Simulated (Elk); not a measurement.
Band structure of FeMo₂ (Fmmm, 3 atoms in the cell).

```yaml
crystal:
  lattice:
    - [0.00000, 2.14412, 6.44186]
    - [1.58061, 0.00000, 6.44186]
    - [1.58061, 2.14412, 0.00000]
  atoms:
    - { symbol: Fe, position: [0.00000, 0.00000, 0.00000], spin: 4.0 }
    - { symbol: Mo, position: [0.33863, 0.33863, 0.66137] }
    - { symbol: Mo, position: [0.66137, 0.66137, 0.33863] }
```
(The spins are starting values, not results.)

Method: LDA (PW92), all-electron FP-LAPW, Elk's shipped species files, APW+lo basis with extra local orbitals (Elk).

Settings: spinpol = true; rgkmax = 8; stype = 0; swidth = 0.00999582 Ha; ngridk = 6 6 6; reducebf = 0.8; gmaxvr = 16 1/bohr; nxlo = 2; lorbcnd = true; rmtscf = 0.91; lmaxi = 3; nempty = 8 per atom; maxscl = 100; bfcmt = [[0.0, 0.0, -4.0], [0.0, 0.0, 0.0], [0.0, 0.0, 0.0]].

The starting cell comes from a database of computed structures (which also holds hypothetical and non-ambient phases and stackings), without a prior relaxation at this level. With one magnetic atom in the cell only a parallel order is possible. Values depend on the basis (sphere radii, cutoffs, local orbitals), which need not be converged.

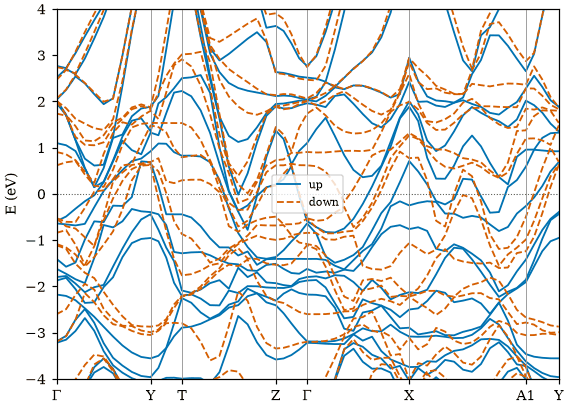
*Bands along the path, energies from the Fermi level.*

Levels in eV from the Fermi level, bands 20 to 27 of the first spin channel:
| point | 20 | 21 | 22 | 23 | 24 | 25 | 26 | 27 |
|---|---|---|---|---|---|---|---|---|
| Γ | -1.80 | -1.62 | -1.41 | -0.64 | -0.59 | 1.10 | 1.96 | 2.03 |
| Y | -0.44 | -0.39 | 0.69 | 0.92 | 1.33 | 1.36 | 1.89 | 4.94 |
| T | -2.09 | -1.28 | -0.44 | 0.83 | 2.23 | 2.50 | 4.94 | 5.16 |
| Z | -1.93 | -1.51 | -1.40 | -1.36 | 0.21 | 1.37 | 1.89 | 1.95 |
| X | -2.12 | -0.76 | -0.25 | 0.71 | 1.89 | 2.00 | 2.42 | 2.95 |
| A1 | -1.85 | -1.42 | -0.26 | 0.59 | 0.96 | 2.02 | 2.28 | 2.65 |

Bands cross the Fermi level along this path, so the cell is metallic at this level.

The net moment of the cell came out as 1.94 μB.
